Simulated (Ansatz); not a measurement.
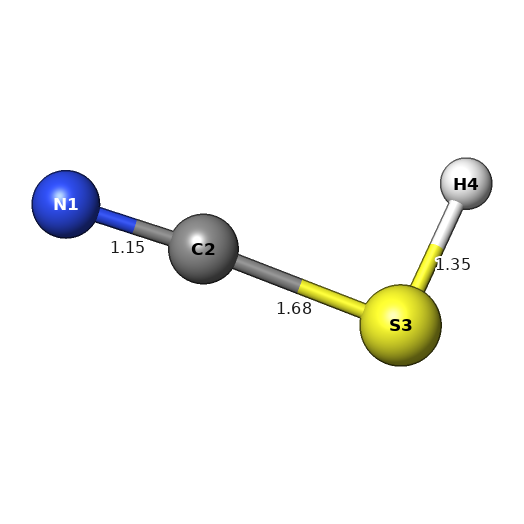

Bond lengths are marked in Å; every bond is drawn as one stick. The geometry was computed by an optimisation with PBE0-D4/def2-TZVP. No frequency run is at hand to confirm it as a minimum.

Q: Which of the marked bonds are single, double, triple or aromatic?

A: N1–C2 triple; C2–S3 single; S3–H4 single.

Q: Give the structure as SMILES.

A: N#CS
